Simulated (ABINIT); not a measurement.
# Beyond one shot: KI (Fm-3m)

Wanted: G0W0 and self-consistent gaps of KI (Fm-3m), with the cost of the cycles.

Main program and level: ABINIT 10.8.3; PBE and many-body steps on it, plane waves.

**1. The starting structure**

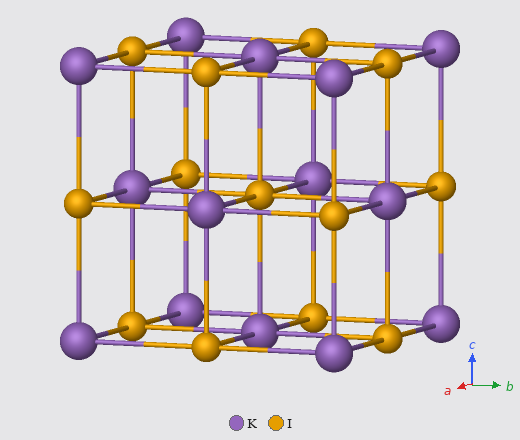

The cell as given, slightly off an axis (potassium purple, iodine orange). This picture shows the conventional cell, with its axes. Some periodic images of atoms are drawn too.

Structure file:

```cif
data_structure
_symmetry_space_group_name_H-M 'P 1'
_symmetry_Int_Tables_number 1
_cell_length_a 4.9961
_cell_length_b 4.9961
_cell_length_c 4.9961
_cell_angle_alpha 60.000
_cell_angle_beta 60.000
_cell_angle_gamma 60.000
_cell_volume 88.18
loop_
_atom_site_label
_atom_site_type_symbol
_atom_site_fract_x
_atom_site_fract_y
_atom_site_fract_z
_atom_site_occupancy
K1 K 0.00000 0.00000 0.00000 1
I2 I 0.50000 0.50000 0.50000 1
```

The cell and positions come from the Crystallography Open Database and are kept as given unless a step says otherwise. Spin-orbit coupling is left out unless a step names it.

**2. Empty states on the mesh, 4×4×4 mesh, 362 bands**

This step: ABINIT 10.8.3; DFT, PBE, plane waves, norm-conserving pseudopotentials.

The sums over transitions need many empty states on a uniform mesh; this step solves for them.

File run.abi:

```
acell 3*1.0 Angstrom
rprim 
  0.000000000000 3.532775000000 3.532775000000
  3.532775000000 0.000000000000 3.532775000000
  3.532775000000 3.532775000000 -0.000000000000
ntypat 2
znucl 19 53
natom 2
typat 1 2
xred 
  0.000000000000 0.000000000000 0.000000000000
  0.500000000000 0.500000000000 0.500000000000
pp_dirpath "pseudos"
pseudos "K.upf, I.upf"
ecut 33
ngkpt 4 4 4
nshiftk 1
shiftk 0 0 0
kptopt 1
chksymbreak 0
iscf -2
irdden 1
istwfk *1
nband 362
nbdbuf 32
tolwfr 1e-09
nstep 60
prtvol 0
indata_prefix "in"
outdata_prefix "out"
tmpdata_prefix "tmp"
```

Run with:

```sh
$ OMP_NUM_THREADS=1 mpirun -n 4 abinit run.abi > log
```

Numbers of over 12 decimals in the logs are rounded to 6 here.

The program printed:

```text
.Version 10.8.3 of ABINIT. v10.8.2 released Aug 2026.

 Symmetries : space group Fm -3 m (#225); Bravais cF (face-center cubic)
[... echo of the input left out ...]
== DATASET  1 ==================================================================
-   mpi_nproc: 4, omp_nthreads: 1 (-1 if OMP is not activated)

--- !DatasetInfo
iteration_state: {dtset: 1, }
dimensions: {natom: 2, nkpt: 8, mband: 362, nsppol: 1, nspinor: 1, nspden: 1, mpw: 5434, }
cutoff_energies: {ecut:  33.0, pawecutdg:  -1.0, }
[...]
5.10554    5.10555    5.10555    5.12103    5.15635    5.15638    5.16215    5.16217
   5.16224    5.22015    5.22954    5.23012    5.23023    5.31967    5.32405    5.32603
   5.33765    5.34178
 prteigrs : prtvol=0 or 1, do not print more k-points.

== END DATASET(S) ==============================================================
================================================================================

 -outvars: echo values of variables after computation  --------
            nband         362
             nkpt           8
          spgroup         225
 [... the other variables as echoed above ...]

 Calculation completed.
```

Run time: 4 min. Hardware: 4 MPI ranks of Arm Neoverse V1, shared host; peak memory 0.63 GiB.

This step gave:

```
gap                                                           : 3.962 eV
k of the valence top                                          : 0, 0, 0
k of the conduction bottom                                    : 0, 0, 0
least direct gap                                              : 3.962 eV
k points computed                                             : 8
lowest point of the top converged band, above the valence top : 128.6772 eV
```

On this mesh the gap is 3.962 eV.

The density comes from a self-consistent run that is not shown.

**3. Screening, 4×4×4 mesh, 330 bands, screening to 195.9 eV**

The RPA dielectric matrix is built and inverted for each q.

This step: RPA screening on PBE, plane waves, norm-conserving pseudopotentials.

run.abi: that of step 2 with these lines changed.

```diff
@@ -20,10 +20,11 @@
 chksymbreak 0
-iscf -2
-irdden 1
 istwfk *1
-nband 362
-nbdbuf 32
-tolwfr 1e-09
-nstep 60
-prtvol 0
+occopt 1
+irdwfk 1
+optdriver 3
+nband 330
+ecuteps 7.2
+inclvkb 2
+awtr 1
+symchi 1
 indata_prefix "in"
```

The program printed:

```text
.Version 10.8.3 of ABINIT. v10.8.2 released Aug 2026.

 Symmetries : space group Fm -3 m (#225); Bravais cF (face-center cubic)
[... echo of the input left out ...]
== DATASET  1 ==================================================================
-   mpi_nproc: 4, omp_nthreads: 1 (-1 if OMP is not activated)

--- !DatasetInfo
iteration_state: {dtset: 1, }
dimensions: {natom: 2, nkpt: 8, mband: 330, nsppol: 1, nspinor: 1, nspden: 1, mpw: 5434, }
cutoff_energies: {ecut:  33.0, pawecutdg:  -1.0, }
electrons: {nelect:   1.60000000E+01, charge:   0.00000000E+00, occopt:   1.00000000E+00, tsmear:   1.00000000E-02, }

 SCREENING: Calculation of the susceptibility and dielectric matrices

 Based on a program developped by R.W. Godby, V. Olevano, G. Onida, and L. Reining.
 Incorporated in ABINIT by V. Olevano, G.-M. Rignanese, and M. Torrent.
.Using double precision arithmetic ; gwpc =  8

[... cell and pseudopotentials left out ...]
--------------------------------------------------------------------------------

 ==== K-mesh for the wavefunctions ====
 Number of points in the irreducible wedge :     8
[... list of points left out ...]
 Together with 48 symmetry operations and time-reversal symmetry
 yields    64 points in the full Brillouin Zone.

 ==== Q-mesh for the screening function ====
 Number of points in the irreducible wedge :     8
[... list of points left out ...]
 Together with 48 symmetry operations and time-reversal symmetry
 yields    64 points in the full Brillouin Zone.

 setmesh: FFT mesh size selected  =    36x   36x   36
          total number of points  =        46656

 vcoul_init : cutoff-mode = AUXILIARY_FUNCTION
 q-points for optical limit:   1
     1)      0.000010    0.000020    0.000030

- screening: taking advantage of time-reversal symmetry
- Maximum band index for partially occupied states nbvw = 8
- Remaining bands to be divided among processors   nbcw = 322
- Number of bands treated by each node ~80

 Number of electrons calculated from density =   16.0000; Expected =   16.0000
 average of density, n =  0.026887
 r_s =    2.0707
 omega_plasma =   15.8172 [eV]

 calculating chi0 at frequencies [eV] :
  1    0.000000E+00    0.000000E+00
  2    0.000000E+00    1.581715E+01

--------------------------------------------------------------------------------
  q-point number  1        q = ( 0.000000, 0.000000, 0.000000) [r.l.u.]
--------------------------------------------------------------------------------
[... chi0 elements left out ...]
 For q-point:  0.000010 0.000020 0.000030
  dielectric constant =   2.6562
  dielectric constant without local fields =   3.2761

  Average fulfillment of the sum rule on Im[epsilon] for q-point    1 :     91.30  [%]
[... wings left out ...]
  q-point number  2        q = ( 0.250000, 0.000000, 0.000000) [r.l.u.]
--------------------------------------------------------------------------------
[... chi0 elements left out ...]
  Average fulfillment of the sum rule on Im[epsilon] for q-point    2 :     95.18  [%]

 [... 6 further q-points ...]
```

Run time: 2.9 min. Hardware: 4 MPI ranks; peak memory 2.8 GiB; 12 min of CPU time.

Numbers from this step:

| Item | Value |
| --- | --- |
| ε∞ with local fields, on this mesh, along the program's q direction | 2.656 |
| the same without local fields | 3.276 |
| plasma frequency | 15.82 eV |
| plane waves in the screening matrix | 537 |

Local fields lower ε∞ by 19 %.

**4. G0W0**

The self-energy is evaluated for the states that the input lists, and the levels follow from it, in one-shot runs by the linearised quasiparticle equation.

This step: G0W0 on PBE, plane waves, norm-conserving pseudopotentials.

run.abi: that of step 3 with these lines changed.

```diff
@@ -23,8 +23,15 @@
 irdwfk 1
-optdriver 3
+optdriver 4
 nband 330
+gwcalctyp 0
+ecutsigx 33
+symsigma 1
+nkptgw 1
+kptgw 
+  0.0000000000 0.0000000000 0.0000000000
+bdgw 
+  6 12
 ecuteps 7.2
-inclvkb 2
-awtr 1
-symchi 1
+irdscr 1
+ppmodel 1
 indata_prefix "in"
```

The program printed:

```text
.Version 10.8.3 of ABINIT. v10.8.2 released Aug 2026.

 Symmetries : space group Fm -3 m (#225); Bravais cF (face-center cubic)
[... echo of the input left out ...]
== DATASET  1 ==================================================================
-   mpi_nproc: 4, omp_nthreads: 1 (-1 if OMP is not activated)

--- !DatasetInfo
iteration_state: {dtset: 1, }
dimensions: {natom: 2, nkpt: 8, mband: 330, nsppol: 1, nspinor: 1, nspden: 1, mpw: 5434, }
cutoff_energies: {ecut:  33.0, pawecutdg:  -1.0, }
electrons: {nelect:   1.60000000E+01, charge:   0.00000000E+00, occopt:   1.00000000E+00, tsmear:   1.00000000E-02, }

 SIGMA: Calculation of the GW corrections

 Based on a program developped by R.W. Godby, V. Olevano, G. Onida, and L. Reining.
 Incorporated in ABINIT by V. Olevano, G.-M. Rignanese, and M. Torrent.
.Using double precision arithmetic ; gwpc =  8

[... cell and pseudopotentials left out ...]
--------------------------------------------------------------------------------

 ==== K-mesh for the wavefunctions ====
 Number of points in the irreducible wedge :     8
[... list of points left out ...]
 Together with 48 symmetry operations and time-reversal symmetry
 yields    64 points in the full Brillouin Zone.

 ==== Q-mesh for screening function ====
 Number of points in the irreducible wedge :     8
[... list of points left out ...]
 Together with 48 symmetry operations and time-reversal symmetry
 yields    64 points in the full Brillouin Zone.

 vcoul_init : cutoff-mode = AUXILIARY_FUNCTION
 q-points for optical limit:   1
     1)      0.000010    0.000020    0.000030
 setmesh: FFT mesh size selected  =    50x   50x   50
          total number of points  =       125000

 Number of electrons calculated from density =   16.0000; Expected =   16.0000
 average of density, n =  0.026887
 r_s =    2.0707
 omega_plasma =   15.8172 [eV]

 === KS Band Gaps ===
  >>>> For spin  1
   Minimum direct gap =   3.9625 [eV], located at k-point      :   0.0000  0.0000  0.0000
   Fundamental gap    =   3.9625 [eV], Top of valence bands at :   0.0000  0.0000  0.0000
                                       Bottom of conduction at :   0.0000  0.0000  0.0000
 SIGMA fundamental parameters:
 PLASMON POLE MODEL  1
 number of plane-waves for SigmaX                 5329
 number of plane-waves for SigmaC and W            537
 number of plane-waves for wavefunctions          5329
 number of bands                                   330
 number of independent spin polarizations            1
 number of spinorial components                      1
 number of k-points in IBZ                           8
 number of q-points in IBZ                           8
 number of symmetry operations                      48
 number of k-points in BZ                           64
 number of q-points in BZ                           64
 number of frequencies for dSigma/dE                 9
 frequency step for dSigma/dE [eV]                0.25
 number of omega for Sigma on real axis              0
 max omega for Sigma on real axis  [eV]           0.00
 zcut for avoiding poles [eV]                     0.10

 EPSILON^-1 parameters (SCR file):
 dimension of the eps^-1 matrix on file            537
 dimension of the eps^-1 matrix used               537
 number of plane-waves for wavefunctions          5329
 number of bands                                   330
 number of q-points in IBZ                           8
 number of frequencies                               2
 number of real frequencies                          1
 number of imag frequencies                          1

 matrix elements of self-energy operator (all in [eV])

 Perturbative Calculation

--- !SelfEnergy_ee
iteration_state: {dtset: 1, }
kpoint     : [   0.000,    0.000,    0.000, ]
spin       : 1
KS_gap     :    3.962
QP_gap     :    6.085
Delta_QP_KS:    2.122
data: !SigmaeeData |
     Band     E0 <VxcDFT>   SigX SigC(E0)      Z dSigC/dE  Sig(E)    E-E0       E
        6   0.119 -11.176 -14.233   1.036   0.808  -0.237 -12.810  -1.634  -1.515
        7   0.119 -11.176 -14.233   1.036   0.808  -0.237 -12.810  -1.634  -1.515
        8   0.119 -11.176 -14.233   1.036   0.808  -0.237 -12.810  -1.634  -1.515
        9   4.081  -6.410  -2.934  -2.902   0.850  -0.176  -5.921   0.488   4.569
       10   6.624  -7.766  -3.475  -3.086   0.843  -0.187  -6.751   1.015   7.638
       11   6.624  -7.766  -3.475  -3.086   0.843  -0.187  -6.751   1.015   7.638
       12   6.624  -7.766  -3.475  -3.086   0.843  -0.187  -6.751   1.015   7.638

== END DATASET(S) ==============================================================
================================================================================

 -outvars: echo values of variables after computation  --------
           etotal      0.0000000000E+00
            nband         330
             nkpt           8
          spgroup         225
 [... the other variables as echoed above ...]

 Calculation completed.
```

The job ended after 66 s (4 MPI ranks; peak memory 3.1 GiB; 4.4 min of CPU time).

Numbers from this step:

```
G0W0 gap on the points computed              : 6.084 eV
starting gap on the mesh                     : 3.962 eV
k of the valence top                         : 0, 0, 0
k of the conduction bottom                   : 0, 0, 0
Z at the valence top                         : 0.808
Z at the conduction bottom                   : 0.85
least direct G0W0 gap on the computed points : 6.084 eV
```

The gap on the mesh goes from 3.96 eV to 6.08 eV, a correction of +2.12 eV.

**5. evGW0, cycle 1**

This step: evGW0 on PBE, plane waves, norm-conserving pseudopotentials.

run.abi: that of step 4 with these lines changed.

```diff
@@ -25,10 +25,24 @@
 nband 330
-gwcalctyp 0
+gwcalctyp 10
 ecutsigx 33
 symsigma 1
-nkptgw 1
+nkptgw 8
 kptgw 
   0.0000000000 0.0000000000 0.0000000000
+  0.2500000000 0.0000000000 0.0000000000
+  0.5000000000 0.0000000000 0.0000000000
+  0.2500000000 0.2500000000 0.0000000000
+  0.5000000000 0.2500000000 0.0000000000
+  -0.2500000000 0.2500000000 0.0000000000
+  0.5000000000 0.5000000000 0.0000000000
+  -0.2500000000 0.5000000000 0.2500000000
 bdgw 
-  6 12
+  1 15
+  1 15
+  1 15
+  1 15
+  1 15
+  1 15
+  1 15
+  1 15
 ecuteps 7.2
```

The program printed:

```text
.Version 10.8.3 of ABINIT. v10.8.2 released Aug 2026.

 Symmetries : space group Fm -3 m (#225); Bravais cF (face-center cubic)
[... echo of the input left out ...]
== DATASET  1 ==================================================================
-   mpi_nproc: 4, omp_nthreads: 1 (-1 if OMP is not activated)

--- !DatasetInfo
iteration_state: {dtset: 1, }
dimensions: {natom: 2, nkpt: 8, mband: 330, nsppol: 1, nspinor: 1, nspden: 1, mpw: 5434, }
cutoff_energies: {ecut:  33.0, pawecutdg:  -1.0, }
electrons: {nelect:   1.60000000E+01, charge:   0.00000000E+00, occopt:   1.00000000E+00, tsmear:   1.00000000E-02, }

 SIGMA: Calculation of the GW corrections

 Based on a program developped by R.W. Godby, V. Olevano, G. Onida, and L. Reining.
 Incorporated in ABINIT by V. Olevano, G.-M. Rignanese, and M. Torrent.
.Using double precision arithmetic ; gwpc =  8

[... cell and pseudopotentials left out ...]
--------------------------------------------------------------------------------

 ==== K-mesh for the wavefunctions ====
 Number of points in the irreducible wedge :     8
[... list of points left out ...]
 Together with 48 symmetry operations and time-reversal symmetry
 yields    64 points in the full Brillouin Zone.

 ==== Q-mesh for screening function ====
 Number of points in the irreducible wedge :     8
[... list of points left out ...]
 Together with 48 symmetry operations and time-reversal symmetry
 yields    64 points in the full Brillouin Zone.

 vcoul_init : cutoff-mode = AUXILIARY_FUNCTION
 q-points for optical limit:   1
     1)      0.000010    0.000020    0.000030
 setmesh: FFT mesh size selected  =    50x   50x   50
          total number of points  =       125000

 Number of electrons calculated from density =   16.0000; Expected =   16.0000
[...]
QP_gap     :    7.678
Delta_QP_KS:    2.373
data: !SigmaeeData |
     Band     E_DFT   <VxcDFT>   E(N-1)  <Hhartree>   SigX  SigC[E(N-1)]    Z     dSigC/dE  Sig[E(N)]  DeltaE  E(N)_pert E(N)_diago
[...]
--- !SelfEnergy_ee
iteration_state: {dtset: 1, }
kpoint     : [  -0.250,    0.500,    0.250, ]
spin       : 1
KS_gap     :    7.072
QP_gap     :    9.565
Delta_QP_KS:    2.493
data: !SigmaeeData |
     Band     E_DFT   <VxcDFT>   E(N-1)  <Hhartree>   SigX  SigC[E(N-1)]    Z     dSigC/dE  Sig[E(N)]  DeltaE  E(N)_pert E(N)_diago
[...]
14     9.722   -11.717     9.722    21.439    -5.289    -3.776     0.829    -0.206    -9.519     2.198    11.920    12.373
       15    10.104   -12.210    10.104    22.313    -5.749    -3.896     0.821    -0.219   -10.105     2.104    12.208    12.668

 New Fermi energy :        5.057683E-02 Ha ,    1.376266E+00 eV
 New Exchange energy :    -6.122082E+00 Ha ,   -1.665903E+02 eV

 === QP Band Gaps ===
  >>>> For spin  1
   Minimum direct gap =   6.5583 [eV], located at k-point      :   0.0000  0.0000  0.0000
   Fundamental gap    =   6.5583 [eV], Top of valence bands at :   0.0000  0.0000  0.0000
                                       Bottom of conduction at :   0.0000  0.0000  0.0000

 writing QP data on file : out_QPS

 Convergence of QP corrections
 >>>>> For spin  1 <<<<<
.  kptgw no:  1; Maximum DeltaE = (   6.107   0.480) for band index:  1
.  kptgw no:  2; Maximum DeltaE = (   5.981   2.474) for band index:  1
.  kptgw no:  3; Maximum DeltaE = (   6.190   2.616) for band index:  1
[...]
.  kptgw no:  7; Maximum DeltaE = (   8.056   4.544) for band index:  1
.  kptgw no:  8; Maximum DeltaE = (   6.068   3.790) for band index:  1

== END DATASET(S) ==============================================================
================================================================================

 -outvars: echo values of variables after computation  --------
           etotal      0.0000000000E+00
            nband         330
             nkpt           8
          spgroup         225
 [... the other variables as echoed above ...]

 Calculation completed.
```

Wall time 43 min (4 MPI ranks); peak memory 3.5 GiB.

This step gave:

* quasiparticle gap on the mesh: 6.558 eV
* gap of the density functional on the mesh: 3.962 eV
* k of the valence top: 0, 0, 0
* k of the conduction bottom: 0, 0, 0
* Z at the valence top: 0.808
* Z at the conduction bottom: 0.85
* least direct quasiparticle gap on the computed points: 6.558 eV

Against G0W0 in ABINIT (4×4×4 mesh, 330 bands, screening to 195.9 eV, Godby-Needs plasmon pole), the gap moves by +0.474 eV. This first cycle still uses the starting levels; it takes the full correction, at all points of the mesh, and its linearised value is 6.084 eV.

(Part 1 of 2 ends here.)

[Paths, hosts, dates, memory and timing lines, banners, echoed tables and standing remarks are left out of the program output.]

[Logs are printed without paths, hosts, clocks, repeated set-up lines and the standing remarks that a program may print on its own settings, such as how far it seeks lower states.]

[Runs of the session that timed out or met a known fault of the program may be left out.]

[Hosts, paths, dates, database ids (printed as entryN), source tags and the programs' standing remarks are cut or masked in the printed files.]

[G0W0 gaps are taken among the corrected bands and points alone; a level outside them can change the order at an edge.]

[Where Ansatz stands beside ABINIT at settings called matched, ABINIT's density can come from a denser mesh and the files from another edition; pairs whose starting gaps differed by over 0.03 eV were left out, so agreement reads better than it is.]
